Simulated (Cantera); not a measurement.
A closed system holds: 1 mol Si₃N₄, 0.18 mol CO₂, 870 mol H₂, equilibrated at 1.00 bar.

These are equilibrium values from Cantera (NASA tables, ideal gas, pure condensed phases), not measurements of a reactor. Candidate condensed phases: C, C₆H₆, C₇H₈, C₈H₁₈, H₂O, Si, SiC, SiO₂, Si₂N₂O, Si₃N₄; 151 gas species. Mutual solubility and eutectic melting of coexisting phases are not modelled. Gases not in the tables: Si₂H₆ and higher silanes. Kinetics and transport are ignored.

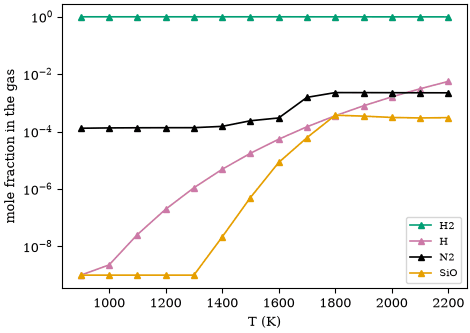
Figure. Equilibrium gas composition (values under 1e-9 drawn at 1e-9)

From 900 K to 1300 K the condensed part is Si₂N₂O(s) + Si₃N₄(s). From 1400 K to 1500 K the condensed part is SiC(s) + Si₂N₂O(s) + Si₃N₄(s). At 1600 K the condensed part is Si(s) + SiC(s) + Si₂N₂O(s) + Si₃N₄(s). At 1700 K the condensed part is Si(l) + SiC(s) + Si₂N₂O(s) + Si₃N₄(s). From 1800 K to 2000 K the condensed part is Si(l) + SiC(s). From 2100 K to 2200 K the condensed part is Si(l).
